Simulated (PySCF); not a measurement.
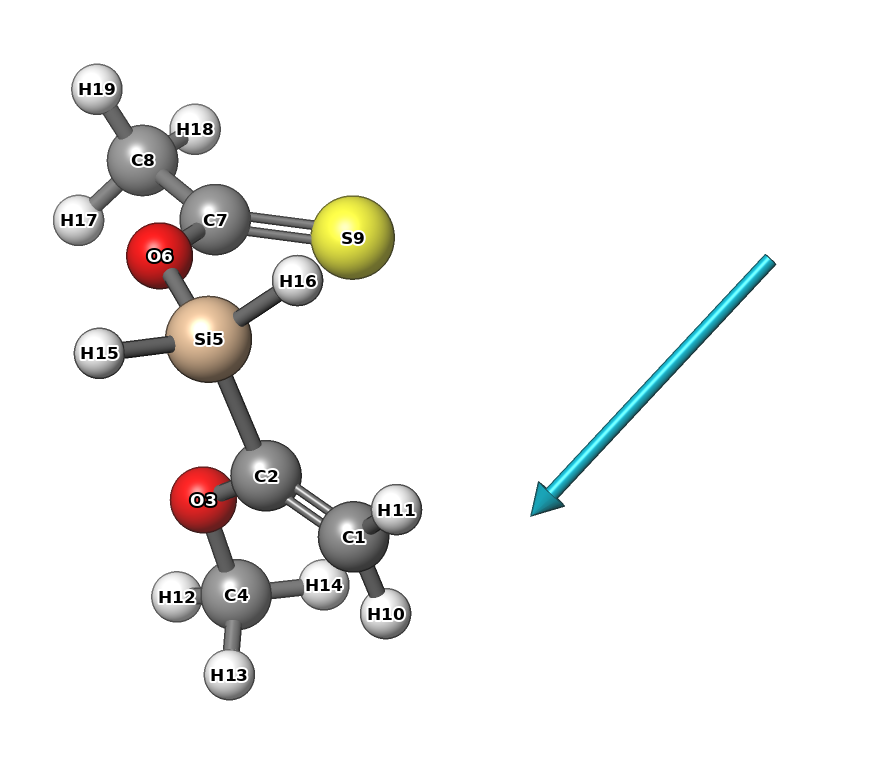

The arrow beside the molecule shows the direction of the dipole moment, from the negative to the positive end (its length means nothing). The computed structure is the end point of a GFN2-xTB optimisation. No frequency run is at hand to confirm it as a minimum. Level of theory: PBE0/pcSseg-1, gas phase (PySCF 2.14.0).

Estimate the dipole moment.

1.92 D; it points from the side of S9 to the side of H13 (the outermost atoms at the two ends).

The geometry is semi-empirical. Around Si such bond lengths and angles can be off by a tenth of an ångström or more and by several degrees, and values that hang on the shape move with them.
